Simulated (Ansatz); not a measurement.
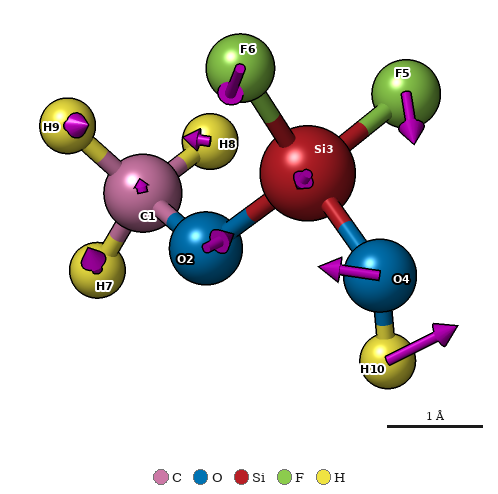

This is a relaxation of CH4F2O2Si. The starting structure is drawn; purple arrows show the displacements, 10 times their true length. The two geometries are superimposed by the best rigid fit.

A ball-and-stick model, seen from a free direction.

The start comes from PBE-D4/def2-SVP.

The calculation used RKS PBE0-D4/def2-TZVP in Ansatz. Settings: force threshold 0.005 eV/Å; at most 150 steps.

**What happened in the run?**

The energy falls by 12.8 kJ/mol in 9 geometry steps. Largest force component: 1.1 eV/Å at the start, 0.0046 eV/Å at the end. The atom that moves furthest after the best rigid fit is H10 (0.088 Å). Largest moves by element: H 0.088 Å, F 0.080 Å, O 0.067 Å, Si 0.029 Å, C 0.017 Å. Among the contacts that change: Si3–F5 1.624 → 1.583 Å, O2–Si3 1.646 → 1.609 Å, Si3–O4 1.642 → 1.610 Å, C1–H7 1.108 → 1.090 Å. Among the angles between lasting bonds that change: Si3–O4–H10 114.7° → 118.5°. The run took about 4 core-minutes on a shared host.
